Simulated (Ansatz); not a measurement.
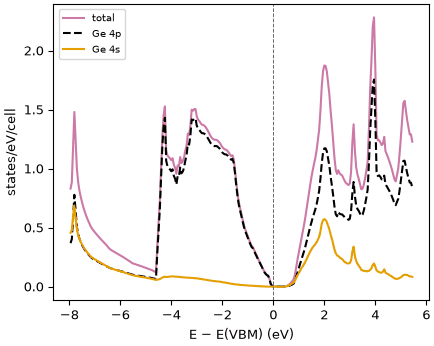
Figure: Total and projected density of states of Ge (diamond, space group No. 227), the program Ansatz at the r²SCAN+D4 level (PAW)

Which orbitals carry the states next to the gap?

Top 1 eV of the valence band: Ge 4p 97 %. Bottom 1 eV of the conduction band: Ge 4p 56 %, Ge 4s 37 %, outside the projected shells 6 %. Projections are on Löwdin-orthogonalised atomic valence shells; empty p or d shells of many metals are not among them.

Where is the tallest occupied peak in this window, and what makes it?

Near -4.2 eV, about 1.5 states/eV per cell; the largest projected share is Ge 4p.

Space group Fd-3m (diamond). The cell was relaxed with r²SCAN+D4 under the symmetry of its start. Scalar-relativistic: spin–orbit coupling is off unless named, which matters more the heavier the elements.

Potentials: the later of the program's two PAW sets.
